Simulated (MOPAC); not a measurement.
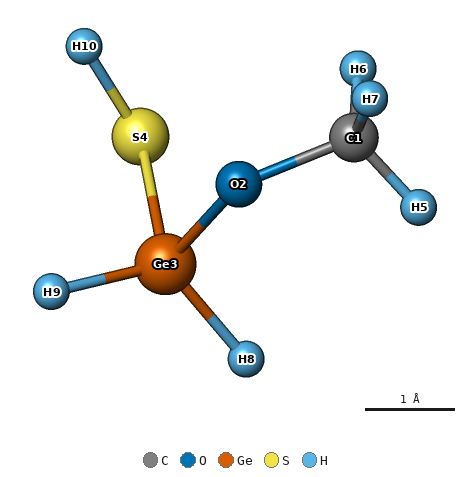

*The input geometry (ball-and-stick view, seen at a tilt; atoms are numbered from 1 in the order of the input). Sticks mark near contacts.*

Bond lengths as drawn: C–H 1.10 Å, C–O 1.41 Å, Ge–H 1.50 Å, Ge–O 1.80 Å, Ge–S 2.24 Å and H–S 1.35 Å.

**Frequency calculation, with input and output: CH₆GeOS (part 1 of 3)**

- system: CH₆GeOS, SMILES C[O][GeH2][SH]
- method: PM6-DH+, closed shell, dispersion DH+ (MOPAC 23.2.5)

The geometry was optimised with PM6-DH+.

## The input (run.mop)
```
PM6-DH+ SINGLET FORCE THERMO(298,398,100) AUX(PRECISION=6) T=10M THREADS=1
CH6GeOS, PM6-DH+

C      0.530811 1     1.122681 1     0.896516 1
O      0.612005 1     0.570523 1    -0.397917 1
Ge    -0.444252 1    -0.749575 1    -1.014478 1
S      0.022583 1    -2.561294 1     0.214976 1
H     -0.460969 1     1.552131 1     1.080366 1
H      0.776859 1     0.368549 1     1.655320 1
H      1.293533 1     1.917167 1     0.894524 1
H     -1.880030 1    -0.405932 1    -0.732954 1
H      0.096747 1    -0.859783 1    -2.411702 1
H      1.366142 1    -2.653761 1     0.068104 1
```

Hardware: 1 thread of Intel Xeon (Sapphire Rapids), 64 GiB of memory available, shared host.

Run as:
```bash
mopac run.mop
```

## Output
```
MOPAC v23.2.5
PM6-DH+ CALCULATION RESULTS

 *  PM6-DH+    - CORRECT DISPERSION AND HYDROGEN BOND TERMS USING PM6-DH+
 *  SINGLET    - SPIN STATE DEFINED AS A SINGLET
 *  FORCE      - FORCE CALCULATION SPECIFIED
 *  THREADS=1  - MULTI-THREADING NOT USED
 *  AUX        - OUTPUT AUXILIARY INFORMATION
 *  THERMO     - THERMODYNAMIC QUANTITIES TO BE CALCULATED
PM6-DH+ SINGLET FORCE THERMO(298,398,100) AUX(PRECISION=6) T=10M THREADS=1
 CH6GeOS, PM6-DH+

   ATOM   CHEMICAL          X               Y               Z
  NUMBER   SYMBOL      (ANGSTROMS)     (ANGSTROMS)     (ANGSTROMS)

     1       C          0.53081100  *   1.12268100  *   0.89651600  *
     2       O          0.61200500  *   0.57052300  *  -0.39791700  *
     3      Ge         -0.44425200  *  -0.74957500  *  -1.01447800  *
     4       S          0.02258300  *  -2.56129400  *   0.21497600  *
     5       H         -0.46096900  *   1.55213100  *   1.08036600  *
     6       H          0.77685900  *   0.36854900  *   1.65532000  *
     7       H          1.29353300  *   1.91716700  *   0.89452400  *
     8       H         -1.88003000  *  -0.40593200  *  -0.73295400  *
     9       H          0.09674700  *  -0.85978300  *  -2.41170200  *
    10       H          1.36614200  *  -2.65376100  *   0.06810400  *

          CARTESIAN COORDINATES

    NO.       ATOM           X           Y           Z

     1         C          0.5308      1.1227      0.8965
     2         O          0.6120      0.5705     -0.3979
     3        Ge         -0.4443     -0.7496     -1.0145
     4         S          0.0226     -2.5613      0.2150
     5         H         -0.4610      1.5521      1.0804
     6         H          0.7769      0.3685      1.6553
     7         H          1.2935      1.9172      0.8945
     8         H         -1.8800     -0.4059     -0.7330
     9         H          0.0967     -0.8598     -2.4117
    10         H          1.3661     -2.6538      0.0681

 "Third-Generation Hydrogen-Bonding Corrections for Semiempirical QM Methods and Force Fields"

           Empirical Formula: C H6 O Ge S  =    10 atoms

      MOLECULAR POINT GROUP   :   C1

 SINGLET STATE CALCULATION

      RHF CALCULATION, NO. OF DOUBLY OCCUPIED LEVELS = 13

          *********************************************
          *                                           *
          *                 WARNING                   *
          *                                           *
          *********************************************

          Dispersion parameters missing for Germanium

          *********************************************
          *                                           *
          *              END OF WARNING               *
          *                                           *
          *********************************************

          HEAT OF FORMATION =     -49.923336 KCALS/MOLE

          CARTESIAN COORDINATE DERIVATIVES

   NUMBER  ATOM         X            Y            Z

     1       C      0.003784    -0.002428    -0.001456
     2       O     -0.000391    -0.000912    -0.000971
     3      Ge      0.000632    -0.000091     0.000631
     4       S      0.005622    -0.004722    -0.005842
     5       H     -0.000641     0.002492     0.001139
     6       H     -0.001541     0.001277    -0.002981
     7       H     -0.000391    -0.001895     0.002142
     8       H     -0.000718     0.000015     0.000404
     9       H     -0.000390     0.000685     0.000347
    10       H     -0.005967     0.005579     0.006587

 DIPOLE           X         Y         Z       TOTAL
 POINT-CHG.     0.600    -0.123     2.058     2.147
 HYBRID        -0.341     0.085    -0.365     0.507
 SUM            0.259    -0.039     1.693     1.713

          GRADIENT NORM =   0.01593

          MOLECULAR WEIGHT =  138.71

          ROTATIONAL CONSTANTS IN CM(-1)

          A =    0.17047810   B =    0.08159468   C =    0.05954993

           PRINCIPAL MOMENTS OF INERTIA IN UNITS OF 10**(-40)*GRAM-CM**2

          A =      164.2015   B =      343.0708   C =      470.0720

          ORIENTATION OF MOLECULE IN FORCE CALCULATION

    NO.       ATOM         X         Y         Z

     1          C      -1.9576   -1.3920    0.4616
     2          O      -0.5479   -1.3920    0.4616
     3         Ge       0.4745    0.0890    0.4616
     4          S       0.0821    1.1300   -1.4811
     5          H      -2.3517   -0.8718    1.3424
     6          H      -2.3448   -0.9438   -0.4627
     7          H      -2.2230   -2.4601    0.5017
     8          H      -0.0013    1.0180    1.5429
     9          H       1.8319   -0.5541    0.4942
    10          H       0.3305    0.1438   -2.3760

    FIRST DERIVATIVES WILL BE USED IN THE CALCULATION OF SECOND DERIVATIVES

          ESTIMATED TIME TO COMPLETE CALCULATION =        0.47 SECONDS

    FOR POINT-GROUP C1   THERE ARE   1 UNIQUE SYMMETRY FUNCTIONS.

 STEP:   1 TIME =     0.01 SECS, INTEGRAL =      0.01 TIME LEFT:    599.99
 STEP:   2 TIME =     0.01 SECS, INTEGRAL =      0.02 TIME LEFT:    599.98
 STEP:   3 TIME =     0.01 SECS, INTEGRAL =      0.02 TIME LEFT:    599.98
 STEP:   4 TIME =     0.00 SECS, INTEGRAL =      0.02 TIME LEFT:    599.98
 STEP:   5 TIME =     0.01 SECS, INTEGRAL =      0.03 TIME LEFT:    599.97
 STEP:   6 TIME =     0.01 SECS, INTEGRAL =      0.04 TIME LEFT:    599.96
 STEP:   7 TIME =     0.00 SECS, INTEGRAL =      0.04 TIME LEFT:    599.96
 STEP:   8 TIME =     0.01 SECS, INTEGRAL =      0.05 TIME LEFT:    599.95
 STEP:   9 TIME =     0.00 SECS, INTEGRAL =      0.05 TIME LEFT:    599.95
 STEP:  10 TIME =     0.01 SECS, INTEGRAL =      0.05 TIME LEFT:    599.95
 STEP:  11 TIME =     0.01 SECS, INTEGRAL =      0.06 TIME LEFT:    599.94
 STEP:  12 TIME =     0.01 SECS, INTEGRAL =      0.07 TIME LEFT:    599.93
 STEP:  13 TIME =     0.00 SECS, INTEGRAL =      0.07 TIME LEFT:    599.93
 STEP:  14 TIME =     0.00 SECS, INTEGRAL =      0.07 TIME LEFT:    599.93
 STEP:  15 TIME =     0.01 SECS, INTEGRAL =      0.08 TIME LEFT:    599.92
 STEP:  16 TIME =     0.01 SECS, INTEGRAL =      0.09 TIME LEFT:    599.91
 STEP:  17 TIME =     0.00 SECS, INTEGRAL =      0.09 TIME LEFT:    599.91
 STEP:  18 TIME =     0.01 SECS, INTEGRAL =      0.09 TIME LEFT:    599.91
 STEP:  19 TIME =     0.00 SECS, INTEGRAL =      0.09 TIME LEFT:    599.91
 STEP:  20 TIME =     0.01 SECS, INTEGRAL =      0.10 TIME LEFT:    599.90
 STEP:  21 TIME =     0.01 SECS, INTEGRAL =      0.11 TIME LEFT:    599.89
 STEP:  22 TIME =     0.00 SECS, INTEGRAL =      0.11 TIME LEFT:    599.89
 STEP:  23 TIME =     0.01 SECS, INTEGRAL =      0.12 TIME LEFT:    599.88
 STEP:  24 TIME =     0.01 SECS, INTEGRAL =      0.12 TIME LEFT:    599.88
 STEP:  25 TIME =     0.00 SECS, INTEGRAL =      0.12 TIME LEFT:    599.88
 STEP:  26 TIME =     0.00 SECS, INTEGRAL =      0.12 TIME LEFT:    599.88
 STEP:  27 TIME =     0.01 SECS, INTEGRAL =      0.13 TIME LEFT:    599.87
 STEP:  28 TIME =     0.01 SECS, INTEGRAL =      0.14 TIME LEFT:    599.86
 STEP:  29 TIME =     0.00 SECS, INTEGRAL =      0.14 TIME LEFT:    599.86
 STEP:  30 TIME =     0.00 SECS, INTEGRAL =      0.14 TIME LEFT:    599.86

(To convert to Hartree/Bohr^2, multiply by (10^(-21) x N x a0^2)/(4.184 x 627.51) =  0.0642)

           FORCE MATRIX IN MILLIDYNES/ANGSTROM

                  C  1       O  2      Ge  3       S  4       H  5       H  6
 ------------------------------------------------------------------------------
     C    1  11.058950
     O    2   4.346507   7.955477
    Ge    3   0.546310   2.660383   7.280887
     S    4   0.042614   0.224186   1.828921   5.026828
     H    5   3.387632   0.753483   0.074383   0.004661   4.162327
     H    6   3.386608   0.756532   0.078409   0.011368   0.436261   4.156547
     H    7   3.383606   0.797702   0.055902   0.006313   0.430154   0.428412
     H    8   0.052294   0.205214   2.902452   0.199057   0.010029   0.002803
     H    9   0.066514   0.246044   2.892757   0.221060   0.004149   0.005577
     H   10   0.006623   0.021730   0.241255   4.091486   0.001683   0.004993

                  H  7       H  8       H  9       H 10
 ------------------------------------------------------
     H    7   4.191108
     H    8   0.005163   3.214076
     H    9   0.019555   0.204887   3.230062
     H   10   0.002470   0.048246   0.009018   4.143963

          HEAT OF FORMATION =     -49.923336 KCALS/MOLE

          ZERO POINT ENERGY      39.437 KCAL/MOL

           NORMAL COORDINATE ANALYSIS (Total motion = 1 Angstrom)

   Root No.       1         2         3         4         5         6         7         8

                 1 A       2 A       3 A       4 A       5 A       6 A       7 A       8 A

                  76.7     101.1     150.5     175.6     251.8     402.5     445.4     551.9

           1    0.0024   -0.0020   -0.0064    0.0064   -0.0462    0.0115   -0.0174    0.0768
           2   -0.0379   -0.0281   -0.0186    0.0394   -0.0776    0.0081   -0.0088    0.0250
           3    0.1036    0.0325   -0.0056    0.0184    0.0016   -0.0031    0.0031   -0.0005
           4    0.0025   -0.0027   -0.0072    0.0087   -0.0538    0.0074   -0.0160    0.0486
           5   -0.0147   -0.0090   -0.0006   -0.0076    0.0707    0.0063    0.0114    0.1168
           6   -0.0552    0.0231    0.0902   -0.0617   -0.0292    0.0080    0.0005   -0.0102
           7   -0.0229   -0.0097   -0.0029    0.0015    0.0210   -0.0251    0.0149   -0.0278
           8    0.0035   -0.0058   -0.0061    0.0005    0.0087    0.0584   -0.0071   -0.0300
           9   -0.0053   -0.0120   -0.0156    0.0069    0.0043   -0.1253   -0.0022    0.0019
          10    0.0519    0.0228    0.0032   -0.0247   -0.0052    0.0514   -0.0086    0.0007
          11    0.0176    0.0297    0.0191   -0.0214   -0.0124   -0.1356    0.0062   -0.0051
          12   -0.0127    0.0013   -0.0020    0.0043    0.0036    0.2688    0.0019    0.0065
          13    0.0975   -0.0186   -0.0550    0.0649   -0.0836    0.0128   -0.0216    0.0453
          14   -0.1846    0.1764   -0.1449    0.0936   -0.1091    0.0024   -0.0160   -0.0000
          15    0.2329   -0.0963    0.0480    0.0120    0.0026    0.0022    0.0053    0.0028
          16   -0.1140    0.0022    0.0336   -0.0214   -0.1084    0.0026   -0.0287    0.0407
          17    0.0999   -0.2516    0.1024    0.0081   -0.1263    0.0124   -0.0142   -0.0014
          18    0.2195   -0.0780    0.0370    0.0139    0.0044    0.0043    0.0059   -0.0015
          19    0.0249    0.0120    0.0055   -0.0281    0.0746    0.0062    0.0051    0.1578
          20   -0.0489   -0.0221   -0.0278    0.0508   -0.1083    0.0094   -0.0147    0.0025
          21   -0.0337    0.2858   -0.1686    0.0824    0.0179   -0.0074    0.0041    0.0020
          22   -0.0648   -0.0071    0.0293   -0.0530    0.1207   -0.0260   -0.2689    0.1354
          23   -0.0118   -0.0050    0.0256   -0.0222    0.0213   -0.0147    0.1230    0.1993
          24   -0.0107   -0.0109   -0.0278    0.0023    0.0340   -0.0294   -0.2253   -0.1211
          25   -0.0145   -0.0108   -0.0109    0.0155   -0.0347   -0.0455    0.0352   -0.0555
          26    0.0222   -0.0088   -0.0241    0.0337   -0.1116   -0.0083    0.0820   -0.1004
          27    0.0240   -0.0129   -0.0218    0.0356   -0.0504    0.2256    0.3455    0.0222
          28    0.0030    0.0667    0.2905    0.4849    0.0873   -0.0328   -0.0606   -0.0289
          29   -0.0043    0.0613    0.1338    0.1295    0.0035   -0.0943    0.0749    0.0711
          30   -0.0026   -0.0208   -0.0471   -0.0195    0.0116    0.1902   -0.0848   -0.0823

   Root No.       9        10        11        12        13        14        15        16

                 9 A      10 A      11 A      12 A      13 A      14 A      15 A      16 A

                 588.7     676.3     724.2     769.3    1097.0    1104.2    1173.0    1251.2
```
